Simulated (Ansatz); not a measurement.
**Molecular dynamics of Ir16B (part 1 of 3)**

System: Ir16B (slab, 17 atoms in the cell).
Method: DFT PBEsol, scalar-relativistic, plane waves, PAW, PAW set soft_1, no spin polarisation (Ansatz 0.2.0).

The input holds or restrains some coordinates. It belongs to a series of runs on one base structure; here: dynamics from the start.

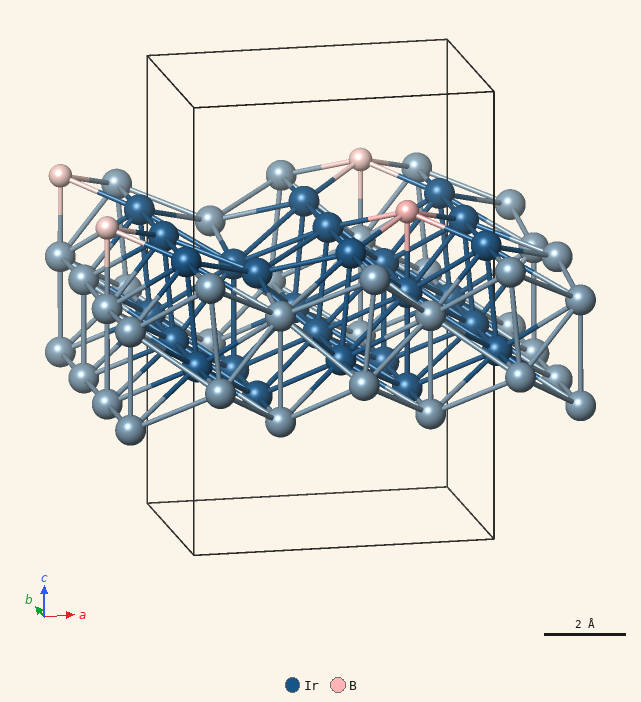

Fig. 1: The structure as given in the input (ball-and-stick view of the cell of the calculation, with the vacuum cut short, seen slightly off an axis; neighbours outside the cell are drawn fainter). An atom can appear more than once, as a periodic image.

**The input**
```yaml
crystal:
  lattice:
    - [7.68, 0.0, 0.0]
    - [0.0, 5.43058, 0.0]
    - [0.0, 0.0, 15.072935]
  atoms:
    - { symbol: Ir, position: [0.25, 0.25, 0.0663441] }
    - { symbol: Ir, position: [0.75, 0.25, 0.0663441] }
    - { symbol: Ir, position: [0.25, 0.75, 0.0663441] }
    - { symbol: Ir, position: [0.75, 0.75, 0.0663441] }
    - { symbol: Ir, position: [0.0109627, 0.00062495, 0.14491164] }
    - { symbol: Ir, position: [0.49012346, 0.00023066, 0.14348592] }
    - { symbol: Ir, position: [0.0104586, 0.4995947, 0.1440616] }
    - { symbol: Ir, position: [0.48931047, 0.49938213, 0.14460565] }
    - { symbol: Ir, position: [0.24952568, 0.25013808, 0.27664018] }
    - { symbol: Ir, position: [0.74964551, 0.24983439, 0.22944078] }
    - { symbol: Ir, position: [0.2495595, 0.75045535, 0.24737278] }
    - { symbol: Ir, position: [0.74954333, 0.75012897, 0.23435205] }
    - { symbol: Ir, position: [-0.02481297, 0.0051471, 0.32524552] }
    - { symbol: Ir, position: [0.52356604, 0.00452978, 0.32457405] }
    - { symbol: Ir, position: [-0.02412031, 0.49602578, 0.32515079] }
    - { symbol: Ir, position: [0.52402759, 0.49475471, 0.32512886] }
    - { symbol: B, position: [0.7505097, 0.25179734, 0.36755325] }
basis:
  ecutwfc: 420.0
kpoints:
  mp_grid: { grid: [2, 3, 1] }
hamiltonian:
  xc: pbesol
  pseudopotentials: { kind: paw, azcp: { folder: soft_1 } }
scf:
  occupations: { method: fermi_dirac, width: 0.1 }
  lower_state_search: "off"
md:
  timestep: 1
  n_steps: 130
  ensemble: nve
  temperature: 1000.0
  initial_velocities: maxwell_boltzmann
  seed: 43265
  constraints: [{ sites: [0, 1, 2, 3] }]
```

Hardware: 4 threads of Arm Neoverse V2, 24 GiB of memory available, shared host.

Command:
```bash
ansatz run input.yaml --threads 4 --pin off --max-ram 10240MiB --backend cpu --events-out ev --progress --plain --runs-dir out
```

**The program's output**
```
Warning: md: disabling space-group detection — thermal motion breaks the input geometry's symmetry, so no spatial operation reduces the k-mesh or symmetrises the density; time reversal is kept, so that k and −k are solved as one point where they differ and the mesh holds both, and exact exchange and, on two spinor components, a DFT+U term hold to it where the run has them: on two components no moment then forms, and a state that bears one, which a typed moment (crystal.atoms[].spin; refused beside efield: under a hybrid functional) reaches, can lie lower, under hf by electronvolts; crystal.symmetry.detect: false (a key that needs symmetry detection or time reversal refuses this as the deck is read) with time_reversal: false beside it drops time reversal too
Warning: [file] the record states the generating functional pbe (its physics header spells it `PBE`), which answers neither for hamiltonian.xc's functional nor for the pbesol family's — results may be inconsistent (PPs are generated against a specific XC)
Warning: [file] the record states the generating functional pbe (its physics header spells it `PBE`), which answers neither for hamiltonian.xc's functional nor for the pbesol family's — results may be inconsistent (PPs are generated against a specific XC)
Engine: ansatz 0.2.0, aarch64-unknown-linux-gnu
Pseudopotentials: kind: paw
Pseudopotential: Ir, paw, valence charge 17, recommended cutoff 420 eV (normal), [file]
Pseudopotential: B, paw, valence charge 3, recommended cutoff 420 eV (normal), [file]
Functional definition: PBEsol
  exchange = pbesol_x
  correlation = pbesol_c
Crystal: 17 atoms, lattice volume = 628.645 Å³
Basis set: ecut = 420 eV, 12225 PW (Γ), exchange–correlation on 108×80×216 points (8 copies of the dense FFT grid, shifted against one another)
Bands: 165, of which v1, the nominal top of the filled ones, is band 138 counted from 1 (137 counted from 0)
Symmetry: 1 space group operations
k-points: 4 of 6 (time reversal used)
Non-local potential: Ir, projectors of the file, l = 0: 3, l = 1: 2, l = 2: 2, l = 3: 1
Non-local potential: B, projectors of the file, l = 0: 2, l = 1: 2, l = 2: 1
PAW form: soft (Blöchl's): semilocal exchange-correlation on the pseudo side does not see the compensation charge
PAW frozen core: Ir, regenerated for the run's functional, and the local potential with it (the file was generated under x = pbe(κ = 0.804, μ = 0.2195149727645171), c = pbe(β = 0.06672455060314922))
PAW frozen core: B, regenerated for the run's functional, and the local potential with it (the file was generated under x = pbe(κ = 0.804, μ = 0.2195149727645171), c = pbe(β = 0.06672455060314922))
PAW one-centre angular grid: Ir, 590 points (default); XC on 64 Gauss nodes
PAW one-centre angular grid: B, 110 points (default); XC on 64 Gauss nodes
Initial density: superposition of atomic densities (neutral atoms: chi_scale 0, normalization atom)
Initial wavefunctions: pseudopotential atomic-orbital guess
Functional: x = pbesol(κ = 0.804, μ = 0.12345679012345678), c = pbesol(β = 0.046)
SCF iter   1: F=—  HF=-188945.503553 eV  |F-HF|=—  |Δ(HF+E_count)|=         —  Δρ=3.33e-2  dr2=1.37e1  ethr=3.10e-3  ⟨swp⟩=8.2  Hψ=2857  notcnv=0  defer=6
preconditioner: auto → LDOS  [metal: Δε(μ)=0.030 eV  Ē_g=5.891 eV  σ=0.100 eV  W_gap=0.07  n_scr=138 (ndim 8)  ℏωp=18.0 eV  f_vac=0.516  D(μ)=26.14/eV (n_scr^D=210)  β→1.0]
SCF iter   2: F=—  HF=-188944.869015 eV  |F-HF|=—  |Δ(HF+E_count)|=   6.35e-1  Δρ=2.92e-2  dr2=1.05e1  ethr=3.10e-3  ⟨swp⟩=3.2  Hψ=1716  notcnv=0  defer=14
SCF iter   3: F=—  HF=-188942.326438 eV  |F-HF|=—  |Δ(HF+E_count)|=    2.54e0  Δρ=5.08e-3  dr2=5.51e-1  ethr=3.10e-3  ⟨swp⟩=3.5  Hψ=1384  notcnv=0  defer=14
SCF iter   4: F=—  HF=-188942.220312 eV  |F-HF|=—  |Δ(HF+E_count)|=   1.06e-1  Δρ=1.69e-3  dr2=4.17e-2  ethr=2.00e-4  ⟨swp⟩=3.0  Hψ=1248  notcnv=0  defer=17
SCF iter   5: F=—  HF=-188942.217152 eV  |F-HF|=—  |Δ(HF+E_count)|=   3.16e-3  Δρ=6.94e-4  dr2=5.69e-3  ethr=1.52e-5  ⟨swp⟩=2.5  Hψ=1209  notcnv=0  defer=17
SCF iter   6: F=—  HF=-188942.217590 eV  |F-HF|=—  |Δ(HF+E_count)|=   4.39e-4  Δρ=3.36e-4  dr2=1.79e-3  ethr=2.07e-6  ⟨swp⟩=2.8  Hψ=1129  notcnv=0  defer=17
SCF iter   7: F=—  HF=-188942.217438 eV  |F-HF|=—  |Δ(HF+E_count)|=   1.52e-4  Δρ=1.14e-4  dr2=1.47e-4  ethr=6.49e-7  ⟨swp⟩=2.0  Hψ=945  notcnv=0  defer=17
SCF iter   8: F=—  HF=-188942.217414 eV  |F-HF|=—  |Δ(HF+E_count)|=   2.36e-5  Δρ=5.43e-5  dr2=4.17e-5  ethr=5.33e-8  ⟨swp⟩=3.0  Hψ=1177  notcnv=0  defer=17
SCF iter   9: F=—  HF=-188942.217437 eV  |F-HF|=—  |Δ(HF+E_count)|=   2.29e-5  Δρ=2.10e-5  dr2=7.29e-6  ethr=1.52e-8  ⟨swp⟩=2.0  Hψ=944  notcnv=0  defer=17
SCF iter  10: F=—  HF=-188942.218094 eV  |F-HF|=—  |Δ(HF+E_count)|=   6.57e-4  Δρ=8.82e-6  dr2=1.17e-6  ethr=2.65e-9  ⟨swp⟩=2.0  Hψ=975  notcnv=0  defer=17
SCF iter  11: F=—  HF=-188942.218094 eV  |F-HF|=—  |Δ(HF+E_count)|=   1.70e-8  Δρ=3.94e-6  dr2=1.95e-7  ethr=4.24e-10  ⟨swp⟩=2.0  Hψ=941  notcnv=0  defer=17
SCF iter  12: F=—  HF=-188942.218094 eV  |F-HF|=—  |Δ(HF+E_count)|=   3.22e-8  Δρ=1.26e-6  dr2=2.86e-8  ethr=7.10e-11  ⟨swp⟩=2.8  Hψ=1182  notcnv=0  defer=17
SCF iter  13: F=-188942.218094 eV  HF=-188942.218094 eV  |F-HF|=1.31e-9  |Δ(HF+E_count)|=   3.58e-9  Δρ=5.16e-7  dr2=2.69e-9  ethr=6.18e-12  ⟨swp⟩=5.0  Hψ=2111  notcnv=0
SCF 1 converged in 13 iterations: F = -188942.218094 eV  dr2 = 2.69e-9
  greatest PAW one-centre occupation: 1.000 electrons in one spin orbital (limit 2), on the Ir atom at site 9 (counted from 0), in its partial waves of l = 0
md step     0: t =     0.00 fs  T =  1000.0 K  F+E_penalty+E_count = -188942.21809366 eV  E_kin = 1.680380 eV  conserved = -188940.53771368 eV  (13 SCF iters)
Initial density: handed on by an earlier stage of this run
Initial wavefunctions: those handed on with the density
iter 1 solved again at ethr=1.82e-6 eV; its pass at ethr=3.10e-3 eV (dr2=5.00e-3 eV) is discarded
SCF iter   1: F=—  HF=-188942.217589 eV  |F-HF|=—  |Δ(HF+E_count)|=         —  Δρ=6.41e-4  dr2=4.29e-3  ethr=1.82e-6  ⟨swp⟩=3.0  Hψ=2982  notcnv=0
preconditioner: auto → LDOS  [metal: Δε(μ)=0.050 eV  Ē_g=5.651 eV  σ=0.100 eV  W_gap=0.12  n_scr=138 (ndim 8)  ℏωp=18.0 eV  f_vac=0.523  D(μ)=27.46/eV (n_scr^D=234)  β→1.0]
SCF iter   2: F=—  HF=-188942.217296 eV  |F-HF|=—  |Δ(HF+E_count)|=   2.93e-4  Δρ=4.11e-4  dr2=2.04e-3  ethr=1.56e-6  ⟨swp⟩=2.8  Hψ=1010  notcnv=0
SCF iter   3: F=—  HF=-188942.216827 eV  |F-HF|=—  |Δ(HF+E_count)|=   4.69e-4  Δρ=1.28e-4  dr2=2.63e-4  ethr=7.42e-7  ⟨swp⟩=2.5  Hψ=1061  notcnv=0
SCF iter   4: F=—  HF=-188942.216758 eV  |F-HF|=—  |Δ(HF+E_count)|=   6.90e-5  Δρ=4.04e-5  dr2=2.79e-5  ethr=9.56e-8  ⟨swp⟩=3.0  Hψ=1268  notcnv=0
SCF iter   5: F=—  HF=-188942.216794 eV  |F-HF|=—  |Δ(HF+E_count)|=   3.64e-5  Δρ=1.45e-5  dr2=2.88e-6  ethr=1.02e-8  ⟨swp⟩=2.0  Hψ=894  notcnv=0
SCF iter   6: F=—  HF=-188942.217430 eV  |F-HF|=—  |Δ(HF+E_count)|=   6.35e-4  Δρ=5.96e-6  dr2=3.80e-7  ethr=1.05e-9  ⟨swp⟩=2.0  Hψ=919  notcnv=0
SCF iter   7: F=—  HF=-188942.217430 eV  |F-HF|=—  |Δ(HF+E_count)|=   8.03e-9  Δρ=2.45e-6  dr2=7.42e-8  ethr=1.38e-10  ⟨swp⟩=2.0  Hψ=912  notcnv=0
SCF iter   8: F=-188942.217430 eV  HF=-188942.217430 eV  |F-HF|=1.25e-9  |Δ(HF+E_count)|=   9.37e-9  Δρ=7.85e-7  dr2=6.84e-9  ethr=6.18e-12  ⟨swp⟩=5.0  Hψ=2390  notcnv=0
SCF 2 converged in 8 iterations: F = -188942.217430 eV  dr2 = 6.84e-9
md step     1: t =     1.00 fs  T =   999.6 K  F+E_penalty+E_count = -188942.21742975 eV  E_kin = 1.679713 eV  conserved = -188940.53771682 eV  (8 SCF iters)
[... from here on the SCF iterations and repeated set-up lines of each step are left out, up to the last step ...]
md step     2: t =     2.00 fs  T =   998.1 K  F+E_penalty+E_count = -188942.21486489 eV  E_kin = 1.677145 eV  conserved = -188940.53771986 eV  (8 SCF iters)
md step     3: t =     3.00 fs  T =   995.4 K  F+E_penalty+E_count = -188942.21036556 eV  E_kin = 1.672643 eV  conserved = -188940.53772291 eV  (8 SCF iters)
md step     4: t =     4.00 fs  T =   991.5 K  F+E_penalty+E_count = -188942.20390237 eV  E_kin = 1.666177 eV  conserved = -188940.53772568 eV  (8 SCF iters)
md step     5: t =     5.00 fs  T =   986.5 K  F+E_penalty+E_count = -188942.19545119 eV  E_kin = 1.657723 eV  conserved = -188940.53772822 eV  (4 SCF iters)
md step     6: t =     6.00 fs  T =   980.3 K  F+E_penalty+E_count = -188942.18499483 eV  E_kin = 1.647265 eV  conserved = -188940.53773032 eV  (3 SCF iters)
md step     7: t =     7.00 fs  T =   972.9 K  F+E_penalty+E_count = -188942.17252518 eV  E_kin = 1.634793 eV  conserved = -188940.53773185 eV  (3 SCF iters)
md step     8: t =     8.00 fs  T =   964.3 K  F+E_penalty+E_count = -188942.15804595 eV  E_kin = 1.620313 eV  conserved = -188940.53773287 eV  (3 SCF iters)
md step     9: t =     9.00 fs  T =   954.5 K  F+E_penalty+E_count = -188942.14157596 eV  E_kin = 1.603843 eV  conserved = -188940.53773302 eV  (2 SCF iters)
md step    10: t =    10.00 fs  T =   943.5 K  F+E_penalty+E_count = -188942.12315283 eV  E_kin = 1.585421 eV  conserved = -188940.53773142 eV  (8 SCF iters)
md step    11: t =    11.00 fs  T =   931.4 K  F+E_penalty+E_count = -188942.10283687 eV  E_kin = 1.565109 eV  conserved = -188940.53772780 eV  (4 SCF iters)
md step    12: t =    12.00 fs  T =   918.2 K  F+E_penalty+E_count = -188942.08071485 eV  E_kin = 1.542992 eV  conserved = -188940.53772245 eV  (4 SCF iters)
md step    13: t =    13.00 fs  T =   904.1 K  F+E_penalty+E_count = -188942.05690303 eV  E_kin = 1.519188 eV  conserved = -188940.53771474 eV  (2 SCF iters)
md step    14: t =    14.00 fs  T =   889.0 K  F+E_penalty+E_count = -188942.03154894 eV  E_kin = 1.493844 eV  conserved = -188940.53770489 eV  (3 SCF iters)
md step    15: t =    15.00 fs  T =   873.1 K  F+E_penalty+E_count = -188942.00483108 eV  E_kin = 1.467138 eV  conserved = -188940.53769324 eV  (3 SCF iters)
md step    16: t =    16.00 fs  T =   856.5 K  F+E_penalty+E_count = -188941.97695607 eV  E_kin = 1.439276 eV  conserved = -188940.53767969 eV  (2 SCF iters)
md step    17: t =    17.00 fs  T =   839.4 K  F+E_penalty+E_count = -188941.94815268 eV  E_kin = 1.410487 eV  conserved = -188940.53766524 eV  (3 SCF iters)
md step    18: t =    18.00 fs  T =   821.8 K  F+E_penalty+E_count = -188941.91866239 eV  E_kin = 1.381012 eV  conserved = -188940.53765062 eV  (3 SCF iters)
md step    19: t =    19.00 fs  T =   804.0 K  F+E_penalty+E_count = -188941.88872708 eV  E_kin = 1.351090 eV  conserved = -188940.53763678 eV  (3 SCF iters)
md step    20: t =    20.00 fs  T =   786.1 K  F+E_penalty+E_count = -188941.85857416 eV  E_kin = 1.320949 eV  conserved = -188940.53762486 eV  (8 SCF iters)
md step    21: t =    21.00 fs  T =   768.2 K  F+E_penalty+E_count = -188941.82840048 eV  E_kin = 1.290785 eV  conserved = -188940.53761586 eV  (3 SCF iters)
md step    22: t =    22.00 fs  T =   750.3 K  F+E_penalty+E_count = -188941.79835652 eV  E_kin = 1.260746 eV  conserved = -188940.53761093 eV  (3 SCF iters)
md step    23: t =    23.00 fs  T =   732.5 K  F+E_penalty+E_count = -188941.76853284 eV  E_kin = 1.230922 eV  conserved = -188940.53761056 eV  (3 SCF iters)
md step    24: t =    24.00 fs  T =   714.9 K  F+E_penalty+E_count = -188941.73895038 eV  E_kin = 1.201335 eV  conserved = -188940.53761506 eV  (3 SCF iters)
md step    25: t =    25.00 fs  T =   697.4 K  F+E_penalty+E_count = -188941.70955635 eV  E_kin = 1.171932 eV  conserved = -188940.53762440 eV  (3 SCF iters)
md step    26: t =    26.00 fs  T =   680.0 K  F+E_penalty+E_count = -188941.68022672 eV  E_kin = 1.142589 eV  conserved = -188940.53763790 eV  (3 SCF iters)
md step    27: t =    27.00 fs  T =   662.4 K  F+E_penalty+E_count = -188941.65077550 eV  E_kin = 1.113121 eV  conserved = -188940.53765446 eV  (2 SCF iters)
md step    28: t =    28.00 fs  T =   644.7 K  F+E_penalty+E_count = -188941.62097086 eV  E_kin = 1.083298 eV  conserved = -188940.53767275 eV  (3 SCF iters)
md step    29: t =    29.00 fs  T =   626.6 K  F+E_penalty+E_count = -188941.59055652 eV  E_kin = 1.052865 eV  conserved = -188940.53769113 eV  (3 SCF iters)
md step    30: t =    30.00 fs  T =   607.9 K  F+E_penalty+E_count = -188941.55927734 eV  E_kin = 1.021570 eV  conserved = -188940.53770780 eV  (8 SCF iters)
md step    31: t =    31.00 fs  T =   588.7 K  F+E_penalty+E_count = -188941.52690686 eV  E_kin = 0.989186 eV  conserved = -188940.53772110 eV  (3 SCF iters)
md step    32: t =    32.00 fs  T =   568.6 K  F+E_penalty+E_count = -188941.49327475 eV  E_kin = 0.955545 eV  conserved = -188940.53772942 eV  (3 SCF iters)
md step    33: t =    33.00 fs  T =   547.8 K  F+E_penalty+E_count = -188941.45829196 eV  E_kin = 0.920561 eV  conserved = -188940.53773109 eV  (3 SCF iters)
md step    34: t =    34.00 fs  T =   526.2 K  F+E_penalty+E_count = -188941.42197166 eV  E_kin = 0.884246 eV  conserved = -188940.53772519 eV  (3 SCF iters)
md step    35: t =    35.00 fs  T =   503.9 K  F+E_penalty+E_count = -188941.38444401 eV  E_kin = 0.846733 eV  conserved = -188940.53771131 eV  (3 SCF iters)
md step    36: t =    36.00 fs  T =   481.0 K  F+E_penalty+E_count = -188941.34596289 eV  E_kin = 0.808273 eV  conserved = -188940.53768964 eV  (3 SCF iters)
md step    37: t =    37.00 fs  T =   457.8 K  F+E_penalty+E_count = -188941.30690347 eV  E_kin = 0.769243 eV  conserved = -188940.53766091 eV  (3 SCF iters)
md step    38: t =    38.00 fs  T =   434.5 K  F+E_penalty+E_count = -188941.26774955 eV  E_kin = 0.730123 eV  conserved = -188940.53762634 eV  (3 SCF iters)
md step    39: t =    39.00 fs  T =   411.5 K  F+E_penalty+E_count = -188941.22907062 eV  E_kin = 0.691483 eV  conserved = -188940.53758799 eV  (2 SCF iters)
md step    40: t =    40.00 fs  T =   389.2 K  F+E_penalty+E_count = -188941.19148965 eV  E_kin = 0.653941 eV  conserved = -188940.53754847 eV  (8 SCF iters)
md step    41: t =    41.00 fs  T =   367.9 K  F+E_penalty+E_count = -188941.15564336 eV  E_kin = 0.618133 eV  conserved = -188940.53751060 eV  (3 SCF iters)
md step    42: t =    42.00 fs  T =   347.9 K  F+E_penalty+E_count = -188941.12213858 eV  E_kin = 0.584661 eV  conserved = -188940.53747726 eV  (3 SCF iters)
md step    43: t =    43.00 fs  T =   329.7 K  F+E_penalty+E_count = -188941.09150864 eV  E_kin = 0.554058 eV  conserved = -188940.53745090 eV  (3 SCF iters)
md step    44: t =    44.00 fs  T =   313.5 K  F+E_penalty+E_count = -188941.06417461 eV  E_kin = 0.526741 eV  conserved = -188940.53743337 eV  (3 SCF iters)
md step    45: t =    45.00 fs  T =   299.3 K  F+E_penalty+E_count = -188941.04041602 eV  E_kin = 0.502990 eV  conserved = -188940.53742578 eV  (3 SCF iters)
md step    46: t =    46.00 fs  T =   287.4 K  F+E_penalty+E_count = -188941.02035425 eV  E_kin = 0.482926 eV  conserved = -188940.53742824 eV  (2 SCF iters)
md step    47: t =    47.00 fs  T =   277.6 K  F+E_penalty+E_count = -188941.00395095 eV  E_kin = 0.466511 eV  conserved = -188940.53743995 eV  (3 SCF iters)
md step    48: t =    48.00 fs  T =   269.9 K  F+E_penalty+E_count = -188940.99102038 eV  E_kin = 0.453561 eV  conserved = -188940.53745931 eV  (3 SCF iters)
md step    49: t =    49.00 fs  T =   264.1 K  F+E_penalty+E_count = -188940.98125494 eV  E_kin = 0.443771 eV  conserved = -188940.53748405 eV  (3 SCF iters)
```
